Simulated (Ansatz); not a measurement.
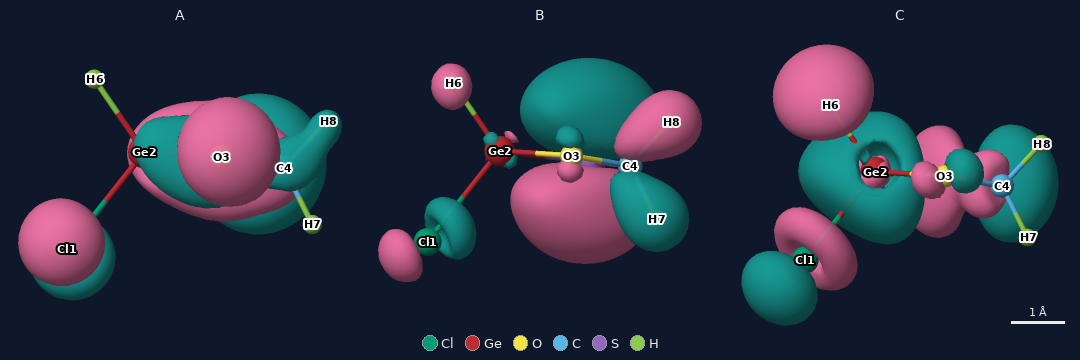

*CH3ClGeOS. Three frontier orbitals at ±0.1 Å⁻³ᐟ² (teal and pink are the two phases), in no order.*

Method: Ansatz, RKS PBE0-D4/def2-SVP.

Input

```
crystal:
  periodic: [false, false, false]
  atoms:
    - { symbol: Cl, position_ang: [-2.5629, 1.2091, 0.0056] }
    - { symbol: Ge, position_ang: [-0.5147, 0.9843, 0.4458] }
    - { symbol: O, position_ang: [-0.1706, -0.7157, 0.7927] }
    - { symbol: C, position_ang: [0.6936, -0.9931, -0.3614] }
    - { symbol: S, position_ang: [0.648, 0.5524, -1.3501] }
    - { symbol: H, position_ang: [0.1518, 1.9982, 1.4316] }
    - { symbol: H, position_ang: [0.1564, -1.8097, -0.9366] }
    - { symbol: H, position_ang: [1.6905, -1.2825, -0.0834] }
basis:
  gaussian: { orbitals: def2-SVP }
hamiltonian:
  xc: pbe0
  dispersion: d4
relax:
  f_tol: 0.02
  max_steps: 50
output:
  orbitals: {}
```

Command:

```sh
ansatz run input.yaml --threads 2 --pin off --max-ram 3072MiB --backend cpu --events-out ev --progress --plain --runs-dir out
```

The fields are those of the relaxed geometry.

Order the three orbitals by energy and name them.

A is the HOMO−1 (−8.55 eV). By Hirshfeld shares it lies mainly on S5 (about 40 %), O3 (about 35 %), Cl1 (about 10 %) and Ge2 (about 10 %); largely a combination of lone pairs on S5, O3 and Cl1. B is the HOMO (−7.39 eV). By Hirshfeld shares it lies mainly on S5 (about 75 %), Ge2 (about 10 %) and C4 (about 5 %); largely a lone pair of S5. C is the LUMO (−0.93 eV). It lies mainly on Ge2 (about 35 %), S5 (about 30 %), Cl1 (about 15 %) and H6 (about 10 %).

What is the HOMO–LUMO gap?

6.46 eV between the orbital energies.
